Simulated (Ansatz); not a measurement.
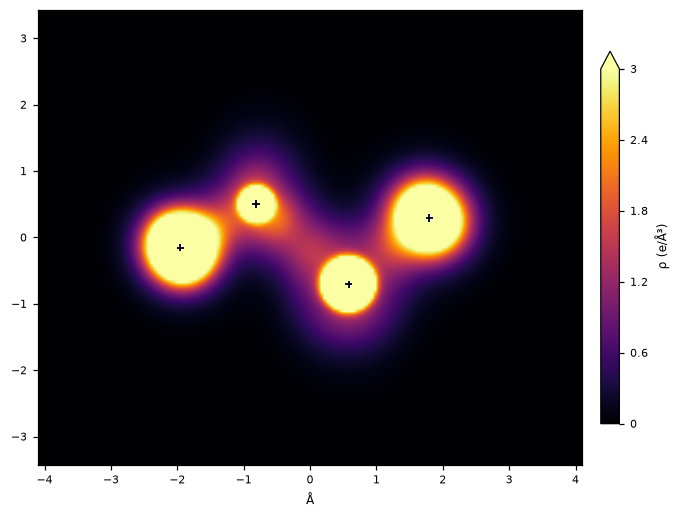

The electron density on a plane through atoms (crosses mark nuclei in the plane).

These are results of isolated molecule in a Gaussian basis; Hartree-Fock (Ansatz), not measurements.

Candidates:
A. F3S (SMILES F[S+](F)F) (charge +1)
B. CHF3O3S (SMILES O=S(=O)(O)C(F)(F)F)
C. C2H6Ga (SMILES C[Ga]C) (doublet)

### Which system is this?

Candidate B: CHF3O3S on the plane of atoms O4, S2 and C5, which holds S, O, C and F. C–F (1.32 Å): ρ is about 2.6 e/Å³ halfway. C–S (1.85 Å): ρ is about 1.5 e/Å³ halfway.
